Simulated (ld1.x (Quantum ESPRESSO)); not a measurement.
# Pseudopotential generation for Pt (part 2 of 2)

Continued. System: platinum (Pt, Z = 78), core [Kr] 4d10 4f14 5s2, reference valence 5p6 5d10 6s0 6p0, valence charge 16. Method: PAW potential, LDA (PZ), fully relativistic, made with ld1.x (Quantum ESPRESSO) 7.5.

## Log, continued
```
     --------------------------- All-electron run ----------------------------

     Pt
     dirac relativistic calculation

     atomic number is 78.00
     dft = SLA  PZ   NOGX NOGC   lsd =0 sic =0 latt =0  beta=0.20 tr2=1.0E-14
     Exchange-correlation=  SLA  PZ   NOGX NOGC
                           (   1   1   0   0   0   0   0)
     mesh =1277 r(mesh) =  98.81913 a.u. xmin = -7.00 dx = 0.01250
     1 Ry =  13.60569312 eV, c = 137.03599908

     n l j   nl                  e(Ry)          e(Ha)          e(eV)
     Spin orbit split results
     1 0 0.5 1S 1( 2.00)     -5751.1927     -2875.5963    -78248.9628
     2 0 0.5 2S 1( 2.00)     -1009.4999      -504.7500    -13734.9460
     2 1 0.5 2P 1( 2.00)      -967.7303      -483.8652    -13166.6416
     2 1 1.5 2P 1( 4.00)      -840.7702      -420.3851    -11439.2612
     3 0 0.5 3S 1( 2.00)      -236.9393      -118.4697     -3223.7239
     3 1 0.5 3P 1( 2.00)      -218.1709      -109.0854     -2968.3659
     3 1 1.5 3P 1( 4.00)      -190.2685       -95.1343     -2588.7355
     4 0 0.5 4S 1( 2.00)       -50.7246       -25.3623      -690.1432
     4 1 0.5 4P 1( 2.00)       -42.7678       -21.3839      -581.8859
     4 1 1.5 4P 1( 4.00)       -36.1041       -18.0521      -491.2220
     3 2 1.5 3D 1( 4.00)      -158.9459       -79.4729     -2162.5685
     3 2 2.5 3D 1( 6.00)      -152.9279       -76.4640     -2080.6906
     5 0 0.5 5S 1( 2.00)        -7.3203        -3.6602       -99.5980
     5 1 0.5 5P 1( 2.00)        -4.7775        -2.3888       -65.0019
     5 1 1.5 5P 1( 4.00)        -3.6736        -1.8368       -49.9825
     4 2 1.5 4D 1( 4.00)       -23.0566       -11.5283      -313.7014
     4 2 2.5 4D 1( 6.00)       -21.8175       -10.9088      -296.8428
     4 3 2.5 4F 1( 6.00)        -5.1312        -2.5656       -69.8140
     4 3 3.5 4F 1( 8.00)        -4.8771        -2.4386       -66.3564
     5 2 1.5 5D 1( 4.00)        -0.4066        -0.2033        -5.5321
     5 2 2.5 5D 1( 6.00)        -0.3143        -0.1572        -4.2766
     6 0 0.5 6S 1( 0.00)        -0.3853        -0.1926        -5.2421
     6 1 0.5 6P 1( 0.00)        -0.0734        -0.0367        -0.9983
     6 1 1.5 6P 1( 0.00)        -0.0408        -0.0204        -0.5545
     Averaged results
     1 0     1S 1( 2.00)     -5751.1927     -2875.5963    -78248.9628
     2 0     2S 1( 2.00)     -1009.4999      -504.7500    -13734.9460
     2 1     2P 1( 6.00)      -883.0902      -441.5451    -12015.0547
     3 0     3S 1( 2.00)      -236.9393      -118.4697     -3223.7239
     3 1     3P 1( 6.00)      -199.5693       -99.7847     -2715.2789
     4 0     4S 1( 2.00)       -50.7246       -25.3623      -690.1432
     4 1     4P 1( 6.00)       -38.3254       -19.1627      -521.4433
     3 2     3D 1(10.00)      -155.3351       -77.6676     -2113.4418
     5 0     5S 1( 2.00)        -7.3203        -3.6602       -99.5980
     5 1     5P 1( 6.00)        -4.0416        -2.0208       -54.9890
     4 2     4D 1(10.00)       -22.3132       -11.1566      -303.5863
     4 3     4F 1(14.00)        -4.9860        -2.4930       -67.8382
     5 2     5D 1(10.00)        -0.3512        -0.1756        -4.7788
     6 0     6S 1( 0.00)        -0.3853        -0.1926        -5.2421
     6 1     6P 1( 0.00)        -0.0516        -0.0258        -0.7024

     final scf error:  5.7E-15 reached in  39 iterations

     Etot =  -36872.875618 Ry,  -18436.437809 Ha, -501681.030216 eV

     Ekin =   42191.792746 Ry,   21095.896373 Ha,  574048.584411 eV
     Encl =  -92759.673464 Ry,  -46379.836732 Ha,-1262059.651341 eV
     Eh   =   14388.854708 Ry,    7194.427354 Ha,  195770.341544 eV
     Exc  =    -693.849607 Ry,    -346.924804 Ha,   -9440.304830 eV

     normalization and overlap integrals

     s(1S/1S) =  1.000000  <r> =   0.0172  <r2> =    0.0004  r(max) =   0.0106
     s(2S/2S) =  1.000000  <r> =   0.0717  <r2> =    0.0061  r(max) =   0.0612
     s(2P/2P) =  1.000000  <r> =   0.0591  <r2> =    0.0044  r(max) =   0.0459
     s(2P/2P) =  1.000000  <r> =   0.0675  <r2> =    0.0055  r(max) =   0.0526
     s(3S/3S) =  1.000000  <r> =   0.1867  <r2> =    0.0400  r(max) =   0.1726
     s(3P/3P) =  1.000000  <r> =   0.1769  <r2> =    0.0365  r(max) =   0.1622
     s(3P/3P) =  1.000000  <r> =   0.1924  <r2> =    0.0430  r(max) =   0.1770
     s(4S/4S) =  1.000000  <r> =   0.4152  <r2> =    0.1948  r(max) =   0.3890
     s(4P/4P) =  1.000000  <r> =   0.4180  <r2> =    0.1991  r(max) =   0.3890
     s(4P/4P) =  1.000000  <r> =   0.4522  <r2> =    0.2326  r(max) =   0.4193
     s(3D/3D) =  1.000000  <r> =   0.1677  <r2> =    0.0330  r(max) =   0.1378
     s(3D/3D) =  1.000000  <r> =   0.1724  <r2> =    0.0348  r(max) =   0.1413
     s(5S/5S) =  1.000000  <r> =   0.9533  <r2> =    1.0212  r(max) =   0.8657
     s(5P/5P) =  1.000000  <r> =   1.0357  <r2> =    1.2155  r(max) =   0.9215
     s(5P/5P) =  1.000000  <r> =   1.1392  <r2> =    1.4734  r(max) =   1.0058
     s(4D/4D) =  1.000000  <r> =   0.4619  <r2> =    0.2470  r(max) =   0.4141
     s(4D/4D) =  1.000000  <r> =   0.4732  <r2> =    0.2591  r(max) =   0.4246
     s(4F/4F) =  1.000000  <r> =   0.5127  <r2> =    0.3205  r(max) =   0.3842
     s(4F/4F) =  1.000000  <r> =   0.5201  <r2> =    0.3299  r(max) =   0.3890
     s(5D/5D) =  1.000000  <r> =   1.7097  <r2> =    3.5919  r(max) =   1.2439
     s(5D/5D) =  1.000000  <r> =   1.8196  <r2> =    4.1178  r(max) =   1.2915
     s(6S/6S) =  1.000000  <r> =   2.9996  <r2> =   10.3925  r(max) =   2.4432
     s(6P/6P) =  1.000000  <r> =   4.5995  <r2> =   25.6707  r(max) =   3.3814
     s(6P/6P) =  1.000000  <r> =   5.4903  <r2> =   37.1206  r(max) =   3.9286

     ------------------------ End of All-electron run ------------------------

     Computing logarithmic derivative in   2.55247

       Warning: n=3, l=2 expected 0 nodes, found 1
       Setting wfc to zero for this iteration
       (This warning will only be printed once per wavefunction)

       Zero norm: self consistency problem; state:  3 (l=  2, j=1.5)
       Zero norm: self consistency problem; state:  4 (l=  2, j=2.5)

       Warning: n=2, l=1 expected 0 nodes, found 1
       Setting wfc to zero for this iteration
       (This warning will only be printed once per wavefunction)

       Zero norm: self consistency problem; state:  1 (l=  1, j=0.5)
       Zero norm: self consistency problem; state:  2 (l=  1, j=1.5)
       Zero norm: self consistency problem; state:  3 (l=  2, j=1.5)
       Zero norm: self consistency problem; state:  4 (l=  2, j=2.5)
       Zero norm: self consistency problem; state:  2 (l=  1, j=1.5)
       Zero norm: self consistency problem; state:  3 (l=  2, j=1.5)
       Zero norm: self consistency problem; state:  4 (l=  2, j=2.5)

 %%%%%%%%%%%%%%%%%%%%%%%%%%%%%%%%%%%%%%%%%%%%%%%%%%%%%%%%%%%%%%%%%%%%%%%%%%%%%%
     Error in routine new_paw_hamiltonian (1):
     negative rho
 %%%%%%%%%%%%%%%%%%%%%%%%%%%%%%%%%%%%%%%%%%%%%%%%%%%%%%%%%%%%%%%%%%%%%%%%%%%%%%

     stopping ...
```

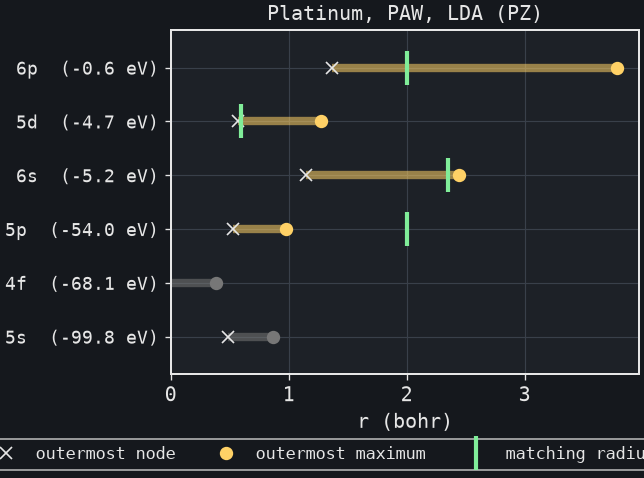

**Figure 2.** Outer shells of the all-electron reference atom: each bar runs from the outermost node (or the nucleus) to the outermost maximum of u(r); the tick is the radius chosen for the pseudo-wave. Shells without a tick have no pseudo-wave of their own. Levels, nodes and maxima are from ld1.x, scalar-relativistic.

- Radii against the shells: 5p: 2.00 bohr, outside the maximum; 6s: 2.35 bohr, between node and maximum; 5d: 0.60 bohr, between node and maximum; 6p: 2.00 bohr, between node and maximum.

Outcome of the run: ended with an error.
